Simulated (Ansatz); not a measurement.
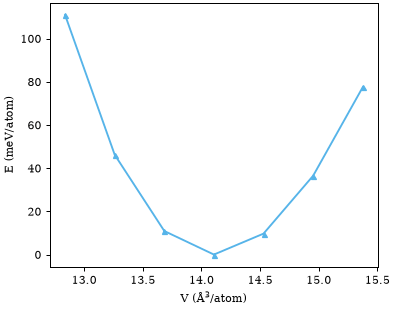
Figure. InIr₃N (anti-perovskite, space group No. 221) under volume change, DFT-r²SCAN in the program Ansatz with PAW potentials, scaled uniformly.

### Question
What does a third-order Birch–Murnaghan fit give for V₀, B₀ and B′?

### Answer
V₀ = 14.11 Å³/atom, B₀ = 258 GPa, B′ = 4.9.

Space group Pm-3m (anti-perovskite). The start of the workflow was typed in or built on a structure type; neither database checked (COD, Materials Project) lists it. Its standing as an ambient phase is unchecked. The r²SCAN relaxation kept the symmetry of its start; its stability against distortions is not shown here. The workflow began spin-polarised and lost its moments. Its formation energy is positive at this level, so the cell may be metastable or incomplete. Scalar-relativistic: spin–orbit coupling is off unless named, which matters more the heavier the elements.

Potentials: the later of the program's two PAW sets.
